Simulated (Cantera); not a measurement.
Input: 1 mol Si₃N₄, 16 mol H₂, equilibrated at 1475 K.

These are equilibrium values from Cantera (NASA tables, ideal gas, pure condensed phases), not measurements of a reactor. Candidate condensed phases: Si, Si₃N₄; 18 gas species. Mutual solubility and eutectic melting of coexisting phases are not modelled. Equilibrium is a limit: real reactors are often held back by kinetics, nucleation or transport.

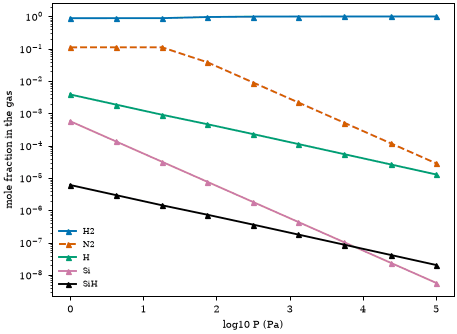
Fig. 1. Equilibrium gas composition (values under 1e-9 drawn at 1e-9)

Problem. Read off the mole fractions at 0.240 bar.

Solution. H₂ about 1.00, N₂ about 0.00012, H about 2.6e-5, SiH about 4.2e-8, Si about 2.4e-8.
